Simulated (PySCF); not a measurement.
Consider CH8B3N3 (SMILES CN1BNBNB1).

The calculation's input:

```
{"job": {"kind": "nmr", "xc": "PBE0", "basis": "pcSseg-1"}, "charge": 0, "multiplicity": 1}
B     -0.015496     1.198658    -0.205337
N     -1.435104     1.191788    -0.061088
B     -2.171391     0.009617     0.236561
N     -1.419914    -1.192926     0.385068
B     -0.001754    -1.237642     0.250653
N      0.702678    -0.027649    -0.050068
C      2.146968    -0.060661    -0.205277
H      0.574780     2.226361    -0.453095
H     -1.933442     2.064857    -0.170422
H     -3.374312     0.024618     0.358887
H     -1.908507    -2.051671     0.600390
H      0.601645    -2.278329     0.389418
H      2.543884     0.959808    -0.296344
H      2.633034    -0.539956     0.658401
H      2.445678    -0.620053    -1.106735
```

Run with:

```sh
OMP_NUM_THREADS=1 python cluster_run.py task.json out
```

Geometry: PBE0-D3(BJ)/def2-SVP.

Method: PBE0/pcSseg-1, SCF density, gas phase, non-relativistic (PySCF 2.14.0).

**What can the converged electron density and electron localisation function tell about the bonding?**

B–N (1.42 Å): ρ at the midpoint is about 1.9 e/Å³; the ELF peaks at about 0.95 between the atoms, as expected for a polar covalent bond.
C–N (1.45 Å): the density is about 1.9 e/Å³ at the midpoint; the ELF peaks at about 0.95 between the atoms: a shared electron pair.
N–H (1.01 Å): ρ at the midpoint is about 2.8 e/Å³; the ELF climbs to about 1 towards the hydrogen, as it does in any bond to H (a covalent bond by its length).
C–H (1.10 Å): the density is about 2 e/Å³ at the midpoint; the ELF climbs to about 1 towards the hydrogen; an ordinary covalent bond to hydrogen.

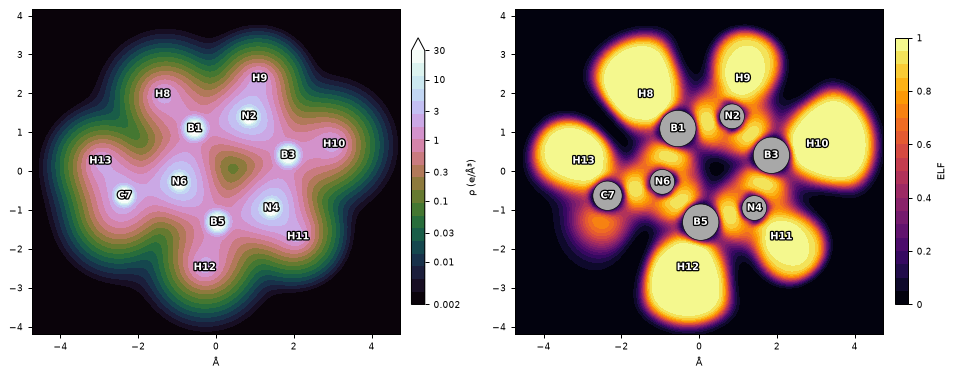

Computed electron density and electron localisation function on the plane of atoms N2, B3 and N4, in this order. Grey discs cover the atomic cores in the ELF map. 
